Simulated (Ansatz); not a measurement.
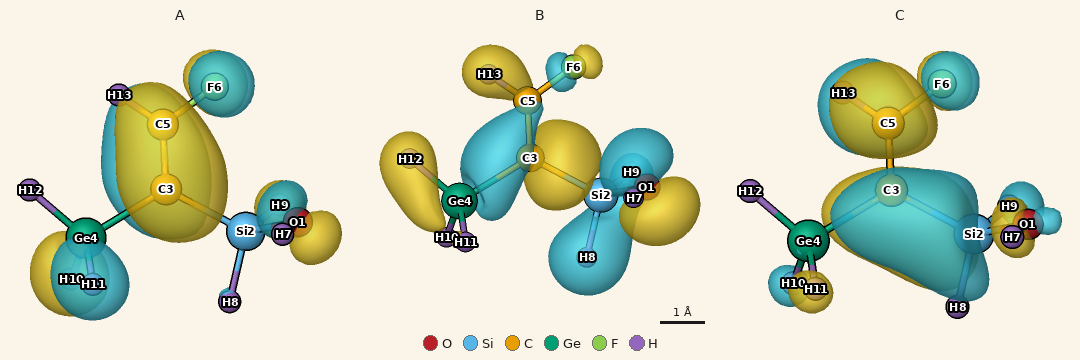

The picture shows: C₂H₇FGeOSi (SMILES O[SiH2][C]([GeH3])=CF). Three frontier orbitals at ±0.08 Å⁻³ᐟ² (yellow and cyan are the two phases), in no order.

Level of theory: Ansatz, RKS PBE0-D4/def2-SVP.

```xyz
13

O    -2.3243   -1.2924    0.2663
Si   -0.8257   -1.0050    0.9344
C     0.0934    0.3969    0.0912
Ge    1.7123    0.0768   -0.9305
C    -0.3498    1.6528    0.1812
F    -1.4494    1.9792    0.8578
H    -2.3514   -1.4483   -0.6819
H     0.0595   -2.2077    0.8182
H    -1.0813   -0.7006    2.3662
H     2.8029   -0.5269   -0.0280
H     1.4193   -0.9155   -2.0724
H     2.2065    1.4115   -1.5215
H     0.1085    2.5443   -0.2662
```

Which picture is the HOMO−1, the HOMO and the LUMO?

Answer. B is the HOMO−1 (−8.45 eV). Its weight (Hirshfeld) is mainly on O1 (about 30 %), C3 (about 20 %), Si2 (about 15 %), Ge4 (about 10 %) and H8 (about 5 %). A is the HOMO (−7.84 eV). Its weight (Hirshfeld) is mainly on C3 (about 35 %), C5 (about 25 %), F6 (about 10 %) and Ge4 (about 5 %). C is the LUMO (−0.81 eV). By Hirshfeld shares it lies mainly on C5 (about 35 %), C3 (about 20 %), Si2 (about 15 %) and F6 (about 5 %).

What is the HOMO–LUMO gap?

Answer. 7.03 eV between the orbital energies.
